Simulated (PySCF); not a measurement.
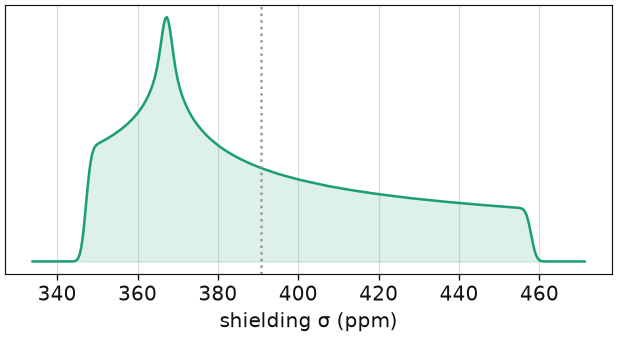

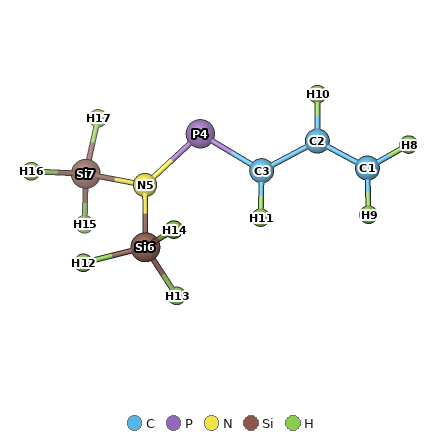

Static powder pattern (²⁹Si) from GIAO shielding tensors of C₃H₁₀NPSi₂, SMILES C=C/C=P/N([SiH3])[SiH3], PBE0/pcSseg-1 in PySCF 2.14.0, at a GFN2-xTB geometry (no frequency check); absolute shielding, one fixed geometry of the isolated molecule without any motion, no dipolar terms. The dotted line is the isotropic value; skew is 3(σiso − σ22)/span.

The pattern belongs to Si7. Give the principal values, span and skew.

Answer. Si7: σ11, σ22, σ33 = 347, 367, 458 ppm, isotropic 391, span 111 ppm, skew 0.64.

Known limits of this run: the tight-binding geometry is rougher than a DFT one and adds to the error; one conformer of a flexible molecule.
